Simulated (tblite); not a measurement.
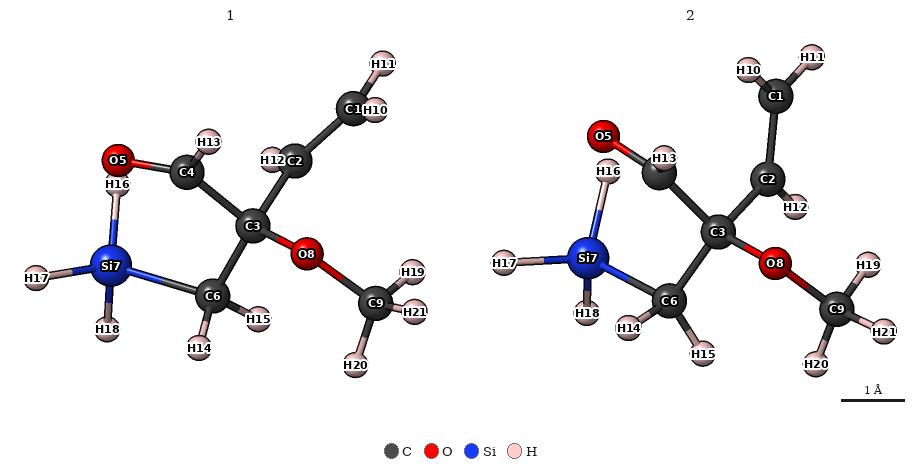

Two geometries of C6H12O2Si, drawn at one scale. One is the start of a relaxation, the other its converged end. Style: ball-and-stick. Shown at a tilt.

Theory: GFN2-xTB geometry optimisation, gas phase in tblite. 

> Which of the two is the end point?

Structure 1 is the relaxed one. The largest move after the best rigid fit is that of H10, 1.54 Å. Largest moves by element: H 1.54 Å, C 0.64 Å, O 0.56 Å, Si 0.30 Å. Near-neighbour distances that change, for instance: O5–Si7 2.703 → 2.549 Å, C4–O5 1.247 → 1.200 Å, C3–C6 1.479 → 1.521 Å, C6–H14 1.131 → 1.091 Å. Among the angles between lasting bonds that change: C3–C6–H15 118.7° → 108.9°, C3–C4–H13 123.0° → 113.8°, C6–Si7–H18 108.6° → 101.7°. Groups turn about C2–C3 by about 60°, C6–Si7 by about 25°, C3–C4 by about 25°. Over 157 geometry steps the energy falls by 1.039 eV. Cost: 2.4 s on 1 thread of Arm Neoverse N1, with other jobs on the host.
